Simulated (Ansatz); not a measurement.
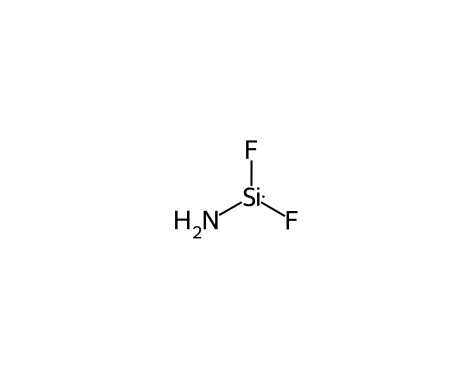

The picture comes from a calculation with Ansatz.

2D structure. Charge 0, doublet.

Give its SMILES.

N[Si](F)F

What is the molecular formula?

F2H2NSi.

An optimisation with PBE-D4/def2-SVP gave a structure of which point group?

Cs.
